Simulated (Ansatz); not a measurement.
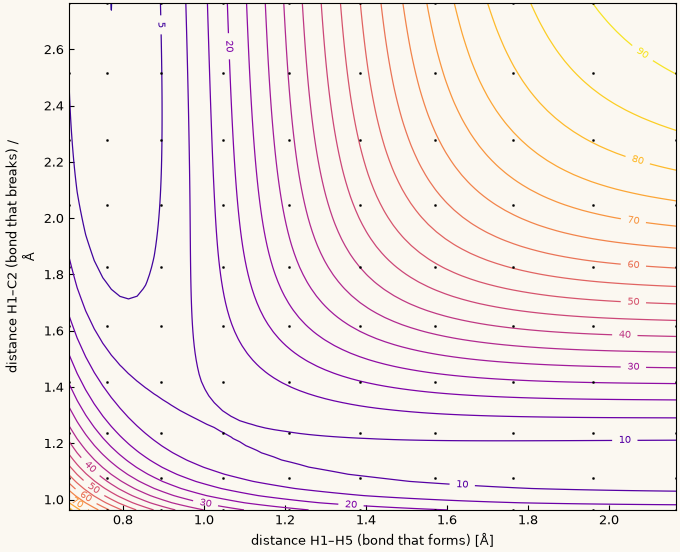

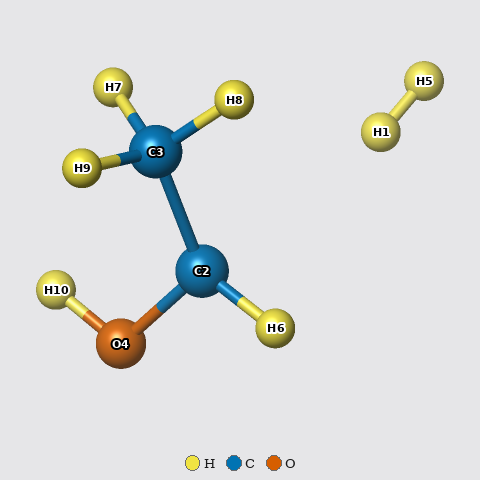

Energy landscape of the reacting system C₂H₇O (fragments C₂H₆O + H where the first distance is long, H₂ + C₂H₅O where the second is long), spin multiplicity 2. First axis: distance H1–H5 (bond that forms). Second axis: distance H1–C2 (bond that breaks). Relaxed at each point: all other coordinates. The grid has 10 × 10 points. Points are written as (first, second). Energies are in kcal/mol, from the lowest grid point. In part of the range the unrestricted reference is strongly spin-contaminated. Computed with UKS PBE0-D4/def2-SVP in Ansatz.

The picture shows contour lines labelled in kcal/mol, dots at the grid points. Between grid points the surface is interpolated. The second picture is the structure at the lowest point.

Question: What does the map say about the system?

Answer: The lowest grid point is at (0.762 Å, 2.763 Å). It lies in a valley that leaves the map towards separated partners. Other grid points that lie below all their neighbours: (1.210 Å, 1.238 Å) (10 kcal/mol higher). The highest grid point, (2.166 Å, 2.763 Å), lies 94 kcal/mol above the lowest. On the interpolated surface the lowest path from the side where the first distance is long, about (2.17 Å, 1.12 Å), to the side where the second distance is long, (0.762 Å, 2.763 Å), has its top at about (1.08 Å, 1.26 Å), about 2.7 kcal/mol above the start and 9.9 kcal/mol above the end.

Grid values (kcal/mol):

```
second ↓, first →  0.666  0.762  0.895  1.046  1.210  1.385  1.570  1.762  1.961  2.166
            2.763      5      0      5     19     36     55     72     83     90     94
            2.517      5      0      5     18     35     53     69     79     86     90
            2.278      6      1      5     17     34     50     64     74     80     84
            2.047      7      2      5     17     31     46     58     66     71     74
            1.826     11      4      6     16     28     40     49     55     59     60
            1.616     16      8      7     14     23     31     37     41     42     43
            1.419     25     14      9     11     16     20     23     24     25     26
            1.238     37     22     13     10     10     11     11     11     12     12
            1.078     57     38     24     16     12     10      9      8      8      8
            0.963     82     61     43     32     26     23     20     19     18     18
```

Time for the 100 points that were run: 33 min on 1 thread of Arm Neoverse V2, with other jobs on the host.
